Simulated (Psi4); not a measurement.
# SO3 (sulfur trioxide): levels of theory compared

We compute a comparison of 3 runs (B2PLYP/6-311+G**, wB97M-V/6-311+G**, wB97X/6-311+G**) of SO3 (sulfur trioxide). 

The calculation is run with Psi4 1.11.

2 further runs of the same task are left out: 2 set aside as unsound or not needed.

## (1) The structure to begin with

SO3 has 4 atoms, charge 0, and is taken as a singlet. SMILES: `O=S(=O)=O`. The O1–S2 distance was set to 3.123 Å, away from the relaxed value. At this shape a bond of the SMILES string is far longer than usual.

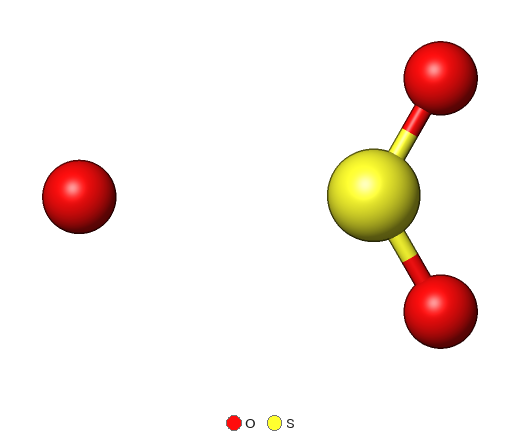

Viewed from a chosen angle; oxygen red, sulfur yellow.

## (2) A single-point energy at B2PLYP/6-311+G(d,p) (density fitting for correlation) (run 1)

job.py

```python
import psi4

psi4.set_memory(2200000000)
psi4.set_num_threads(1)
psi4.set_output_file('output.dat', False)

mol = psi4.geometry("""
0 1
O     -4.66285764    -2.84614108     2.23146042
S      0.00001890    -0.00005669    -0.00007559
O      2.47353811    -0.61922546     0.83234877
O     -0.35409688     1.91300755    -1.84654588
units bohr
symmetry c1
""")

psi4.set_options({
    'basis': '6-311+G**',
    'puream': True,
    'e_convergence': 1e-09,
    'd_convergence': 1e-08,
    'scf_type': 'pk',
    'dft_radial_points': 99,
    'dft_spherical_points': 590,
    'num_frozen_docc': 8,
})

result, w = psi4.energy("b2plyp", return_wfn=True)
print(f'total energy {result:.8f} hartree = {result * 27.211386:.5f} eV')
```

Command:

```console
$ python job.py
```

output.dat:

```text
[...]
  Running in c1 symmetry.
[...]
  Nuclear repulsion =  147.737601444456715
[...]
  Multiplicity = 1
[...]
  Nalpha       = 20
  Nbeta        = 20
[...]
    Number of basis functions: 96
[...]
   @RKS iter   1:  -622.14510433643807    3.94128e-01   1.24445e-02 ADIIS/DIIS
[...]
   @RKS iter  15:  -623.10402277391984   -4.54747e-12   7.82926e-09 DIIS
[...]
  @RKS Final Energy:  -623.10402277391984
   => Energetics <=
    Nuclear Repulsion Energy =            147.7376014444567147
    One-Electron Energy =               -1151.7454872608025198
    Two-Electron Energy =                 405.4263831410675039
    DFT Exchange-Correlation Energy =     -24.5225200986416567
    Empirical Dispersion Energy =           0.0000000000000000
    VV10 Nonlocal Energy =                  0.0000000000000000
    Total Energy =                       -623.1040227739199509
[...]
 Multipole Moments:
 ------------------------------------------------------------------------------------
     Multipole            Electronic (a.u.)      Nuclear  (a.u.)        Total (a.u.)
 ------------------------------------------------------------------------------------
 L = 1.  Multiply by 2.5417464519 to convert [e a0] to [Debye]
 Dipole X            :         -0.4620049            0.0045192           -0.4574858
 Dipole Y            :         -0.2820830            0.0027579           -0.2793251
 Dipole Z            :          0.2210421           -0.0021632            0.2188789
 Magnitude           :                                                    0.5789851
[...]
```

The script printed:

```text
total energy -623.33800494 hartree = -16961.89106 eV
```

Run time: 23 s. Hardware: 1 thread of Intel Xeon at 2.50GHz (Skylake/Cascade Lake), shared host; peak memory 0.81 GiB.

## (3) A single-point energy at wB97M-V/6-311+G(d,p) (run 2)

o3s_ase.py

```python
import numpy as np
from ase.calculators.psi4 import Psi4
from ase import Atoms

mol = Atoms(['O', 'S', 'O', 'O'], positions=[
    [-2.467478, -1.506113, 1.180838],
    [0.000010, -0.000030, -0.000040],
    [1.308940, -0.327680, 0.440460],
    [-0.187380, 1.012320, -0.977150],
])
calc = Psi4(atoms=mol, method='wb97m-v', basis='6-311+G**', memory='2200MB', num_threads=1, charge=0, multiplicity=1, label='o3s')
calc.psi4.set_options({'puream': True, 'e_convergence': 1e-09, 'd_convergence': 1e-08, 'scf_type': 'pk', 'dft_radial_points': 99, 'dft_spherical_points': 590})
mol.calc = calc

print(f'energy: {mol.get_potential_energy():.6f} eV')
```

Command:

```console
$ python o3s_ase.py
```

o3s.dat:

```text
[...]
  Running in c1 symmetry.
[...]
  Nuclear repulsion =  147.737601243674021
[...]
  Multiplicity = 1
[...]
  Nalpha       = 20
  Nbeta        = 20
[...]
    Number of basis functions: 96
[...]
   @RKS iter   1:  -622.46673542594499    4.99860e-01   1.32860e-02 ADIIS/DIIS
[...]
   @RKS iter  15:  -623.57157477334431   -1.65983e-11   8.26447e-09 DIIS
[...]
  @RKS Final Energy:  -623.57157477334431
   => Energetics <=
    Nuclear Repulsion Energy =            147.7376012436740211
    One-Electron Energy =               -1151.5874711233730068
    Two-Electron Energy =                 418.6473926485364245
    DFT Exchange-Correlation Energy =     -38.5360676854028270
    Empirical Dispersion Energy =           0.0000000000000000
    VV10 Nonlocal Energy =                  0.1669701432210735
    Total Energy =                       -623.5715747733443095
[...]
 Multipole Moments:
 ------------------------------------------------------------------------------------
     Multipole            Electronic (a.u.)      Nuclear  (a.u.)        Total (a.u.)
 ------------------------------------------------------------------------------------
 L = 1.  Multiply by 2.5417464519 to convert [e a0] to [Debye]
 Dipole X            :         -0.3644727            0.0045192           -0.3599536
 Dipole Y            :         -0.2225467            0.0027579           -0.2197888
 Dipole Z            :          0.1743700           -0.0021632            0.1722068
 Magnitude           :                                                    0.4555534
[...]
```

On the terminal:

```text
energy: -16968.246835 eV
```

Run time: 2.3 min. Hardware: 1 thread of Intel Xeon at 2.50GHz (Skylake/Cascade Lake), shared host; peak memory 1 GiB.

## (4) The energy at wB97X/6-311+G(d,p) (run 3)

o3s_ase.py

```python
import numpy as np
from ase.calculators.psi4 import Psi4
from ase import Atoms

a = Atoms(['O', 'S', 'O', 'O'], positions=[
    [-2.467478, -1.506113, 1.180838],
    [0.000010, -0.000030, -0.000040],
    [1.308940, -0.327680, 0.440460],
    [-0.187380, 1.012320, -0.977150],
])
calc = Psi4(atoms=a, method='wb97x', basis='6-311+G**', memory='2200MB', num_threads=1, charge=0, multiplicity=1, label='calc')
calc.psi4.set_options({'puream': True, 'e_convergence': 1e-09, 'd_convergence': 1e-08, 'scf_type': 'pk', 'dft_radial_points': 99, 'dft_spherical_points': 590})
a.calc = calc

print(f'energy: {a.get_potential_energy():.6f} eV')
```

Command:

```console
$ python o3s_ase.py
```

calc.dat:

```text
[...]
  Running in c1 symmetry.
[...]
  Nuclear repulsion =  147.737601243674021
[...]
  Multiplicity = 1
[...]
  Nalpha       = 20
  Nbeta        = 20
[...]
    Number of basis functions: 96
[...]
   @RKS iter   1:  -622.45913974058124    5.12200e-01   1.35294e-02 DIIS/ADIIS
[...]
   @RKS iter  15:  -623.57291381425443   -1.20508e-11   6.83775e-09 DIIS
[...]
  @RKS Final Energy:  -623.57291381425443
   => Energetics <=
    Nuclear Repulsion Energy =            147.7376012436740211
    One-Electron Energy =               -1151.8539999615531997
    Two-Electron Energy =                 418.5907909423129354
    DFT Exchange-Correlation Energy =     -38.0473060386881201
    Empirical Dispersion Energy =           0.0000000000000000
    VV10 Nonlocal Energy =                  0.0000000000000000
    Total Energy =                       -623.5729138142543206
[...]
 Multipole Moments:
 ------------------------------------------------------------------------------------
     Multipole            Electronic (a.u.)      Nuclear  (a.u.)        Total (a.u.)
 ------------------------------------------------------------------------------------
 L = 1.  Multiply by 2.5417464519 to convert [e a0] to [Debye]
 Dipole X            :         -0.3480720            0.0045192           -0.3435528
 Dipole Y            :         -0.2125353            0.0027579           -0.2097774
 Dipole Z            :          0.1665219           -0.0021632            0.1643587
 Magnitude           :                                                    0.4347975
[...]
```

Standard output:

```text
energy: -16968.283272 eV
```

It took 27 s on 1 thread of Intel Xeon at 2.50GHz (Skylake/Cascade Lake), shared host; peak memory 0.91 GiB.

## (5) Overview of the runs

```csv
run,level,fitting correlation,frozen core orbitals,energy (Eh),HOMO energy (eV),LUMO energy (eV),HOMO–LUMO gap (eV),wall time
1,B2PLYP/6-311+G** (density fitting for correlation),density fitting,8,-623.338005,-11.42,-5.14,6.29,23 s
2,wB97M-V/6-311+G**,–,0,-623.571575,-12.39,-4.98,7.41,2.3 min
3,wB97X/6-311+G**,–,0,-623.572914,-12.48,-5.03,7.45,27 s
```

## (6) Outcome

```
            quantity          value
 run 3: total energy  -623.57291 Eh
run 3: dipole moment         1.11 D
  run 3: HOMO energy      -12.48 eV
  run 3: LUMO energy       -5.03 eV
run 3: HOMO–LUMO gap        7.45 eV
```

The HOMO–LUMO gap runs from 6.29 eV (B2PLYP/6-311+G**) to 7.45 eV (wB97X/6-311+G**). A double hybrid's value is that of its SCF part. Totals of different functionals can't be ranked against each other. In runs 1, 2, 3 a closed-shell determinant meets a far-stretched bond, which it describes badly. All runs together took 3.1 min, the longest 2.3 min.
